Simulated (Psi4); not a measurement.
**H2O2 (hydrogen peroxide): MP2/d-aug-cc-pVTZ (density fitting, density fitting for correlation, sweep point 10)**

Aim: the vertical singlet–triplet gap of H2O2 (hydrogen peroxide) at MP2/d-aug-cc-pVTZ (density fitting, density fitting for correlation, sweep point 10), from 2 runs. The job is set up through a Python script.

The calculation is run with Psi4 1.11.

## Step 1: Starting point

H2O2 has 4 atoms, charge 0, and is taken as a singlet. SMILES: `OO`. The coordinates come from a PBE0-D4/def2-TZVP relaxation.

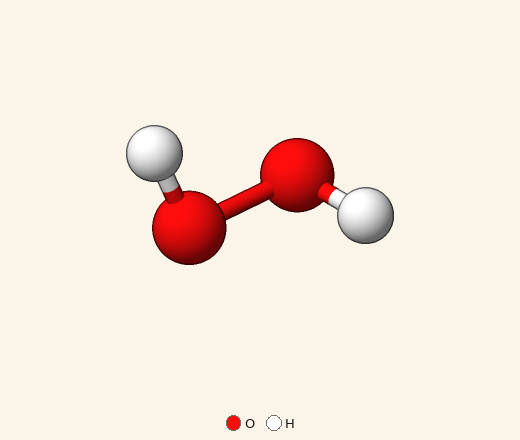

The structure, seen from a chosen angle (oxygen red, hydrogen white).

## Step 2: A single-point energy at MP2/d-aug-cc-pVTZ (density fitting, density fitting for correlation, sweep point 10)

h2o2.py reads:

```python
import psi4

psi4.set_memory(1600000000)
psi4.set_num_threads(1)
psi4.core.set_output_file('h2o2.out', False)

molecule = psi4.geometry("""
O     -0.486800    -0.581100     0.030600
O      0.048300     0.728400     0.206900
H      0.186400    -1.117000     0.467400
H      0.252100     0.969800    -0.704900
units angstrom
symmetry c1
""")

psi4.set_options({
    'puream': True,
    'scf_type': 'df',
    'num_frozen_docc': 2,
})

e_tot, wfn = psi4.energy("mp2/d-aug-cc-pVTZ", return_wfn=True)
print(f'total energy {e_tot:.8f} hartree = {e_tot * 27.211386:.5f} eV')
```

On the command line:

```sh
python h2o2.py
```

h2o2.out:

```text
[...]
  Running in c1 symmetry.
[...]
  Nuclear repulsion =   37.283118773714371
[...]
  Multiplicity = 1
[...]
  Nalpha       = 9
  Nbeta        = 9
[...]
    Number of basis functions: 188
[...]
   @DF-RHF iter   1:  -150.79065912128357   -7.68034e-01   1.82975e-03 ADIIS/DIIS
[...]
   @DF-RHF iter  11:  -150.84123426354788   -6.30962e-12   3.20678e-09 DIIS
[...]
    Orbital Energies [Eh]
    ---------------------
    Doubly Occupied:
       1A    -20.631014     2A    -20.630707     3A     -1.487507
       4A     -1.211103     5A     -0.721047     6A     -0.714465
       7A     -0.617084     8A     -0.516507     9A     -0.483021
[...]
  @DF-RHF Final Energy:  -150.84123426354788
   => Energetics <=
    Nuclear Repulsion Energy =             37.2831187737143708
    One-Electron Energy =                -282.2237993497365096
    Two-Electron Energy =                  94.0994463124742424
    Total Energy =                       -150.8412342635479035
[...]
 Multipole Moments:
 ------------------------------------------------------------------------------------
     Multipole            Electronic (a.u.)      Nuclear  (a.u.)        Total (a.u.)
 ------------------------------------------------------------------------------------
 L = 1.  Multiply by 2.5417464519 to convert [e a0] to [Debye]
 Dipole X            :         -0.1588390            0.7731780            0.6143390
 Dipole Y            :          0.0533577           -0.2596362           -0.2062784
 Dipole Z            :          0.0860434           -0.4187680           -0.3327246
 Magnitude           :                                                    0.7284702
[...]
```

On the terminal:

```text
total energy -151.34873967 hartree = -4118.40898 eV
```

Wall time 3.3 s (1 thread of AMD EPYC 7R43 (Zen 3), shared host); peak memory 0.3 GiB.

## Step 3: The triplet at the same level

h2o2.py reads:

```python
import psi4

psi4.set_memory('1600 MB')
psi4.set_num_threads(1)
psi4.set_output_file('psi4.out', False)

m = psi4.geometry("""
0 3
O     -0.486800    -0.581100     0.030600
O      0.048300     0.728400     0.206900
H      0.186400    -1.117000     0.467400
H      0.252100     0.969800    -0.704900
symmetry c1
""")

psi4.set_options({
    'basis': 'd-aug-cc-pVTZ',
    'reference': 'uhf',
    'puream': True,
    'scf_type': 'df',
    'num_frozen_docc': 2,
    'maxiter': 150,
})

e_tot, wfn = psi4.energy("mp2", molecule=m, return_wfn=True)
print(f'total energy {e_tot:.8f} hartree = {e_tot * 27.211386:.5f} eV')
```

On the command line:

```sh
python h2o2.py
```

psi4.out:

```text
[...]
  Running in c1 symmetry.
[...]
  Nuclear repulsion =   37.283118773714371
[...]
  Multiplicity = 3
[...]
  Nalpha       = 10
  Nbeta        = 8
[...]
    Number of basis functions: 188
[...]
   @DF-UHF iter   1:  -150.58450057804600   -5.61875e-01   1.91365e-03 DIIS/ADIIS
[...]
   @DF-UHF iter  18:  -150.65257016879136    3.99041e-11   5.64816e-09 DIIS
[...]
   @S^2 Observed:                2.057585870E+00
[...]
    Orbital Energies [Eh]
    ---------------------
    Alpha Occupied:
       1A    -20.638853     2A    -20.638794     3A     -1.568991
       4A     -1.303232     5A     -0.813830     6A     -0.742761
       7A     -0.734223     8A     -0.578992     9A     -0.571497
      10A     -0.310465
    Alpha Virtual:
      11A      0.007043    12A      0.011611    13A      0.028807
      14A      0.028936    15A      0.038503    16A      0.042681
      17A      0.047046    18A      0.048932    19A      0.053521
      20A      0.070780    21A      0.074208    22A      0.093473
      23A      0.094378    24A      0.096125    25A      0.105474
[...]
  @DF-UHF Final Energy:  -150.65257016879136
   => Energetics <=
    Nuclear Repulsion Energy =             37.2831187737143708
    One-Electron Energy =                -282.0431834063610381
    Two-Electron Energy =                  94.1074944638553035
    Total Energy =                       -150.6525701687913852
  UHF NO Occupations:
  HONO-2 :    8  A 1.9793245
  HONO-1 :    9  A 1.0000000
[...]
 Multipole Moments:
 ------------------------------------------------------------------------------------
     Multipole            Electronic (a.u.)      Nuclear  (a.u.)        Total (a.u.)
 ------------------------------------------------------------------------------------
 L = 1.  Multiply by 2.5417464519 to convert [e a0] to [Debye]
 Dipole X            :         -0.2404106            0.7731780            0.5327674
 Dipole Y            :          0.0807359           -0.2596362           -0.1789003
 Dipole Z            :          0.1302170           -0.4187680           -0.2885510
 Magnitude           :                                                    0.6317500
[...]
```

On the terminal:

```text
total energy -151.14340287 hartree = -4112.82148 eV
```

Run time: 4.8 s. Hardware: 1 thread of AMD EPYC 7R43 (Zen 3), shared host; peak memory 0.31 GiB.

## Step 4: What came out

At MP2/d-aug-cc-pVTZ (density fitting, density fitting for correlation, sweep point 10), 2 core orbitals frozen:

| quantity | value |
| --- | --- |
| singlet: total energy | -151.34874 Eh |
| singlet: HOMO energy (Hartree–Fock orbitals) | -13.14 eV |
| singlet: LUMO energy (Hartree–Fock orbitals) | 0.20 eV |
| singlet: HOMO–LUMO gap (Hartree–Fock orbitals) | 13.34 eV |
| singlet: correlation energy (2 core orbitals frozen) | -507.5 mEh |
| triplet: total energy | -151.14340 Eh |
| triplet: HOMO energy (Hartree–Fock orbitals) (highest over α and β) | -8.45 eV |
| triplet: LUMO energy (Hartree–Fock orbitals) (lowest over α and β) | 0.19 eV |
| triplet: correlation energy (2 core orbitals frozen) | -490.8 mEh |
| triplet: ⟨S²⟩ of the reference determinant | 2.058 |
| vertical energy of the triplet above the singlet | 5.587 eV |

In words: At this shape the triplet lies 5.59 eV (129 kcal/mol) above the singlet.
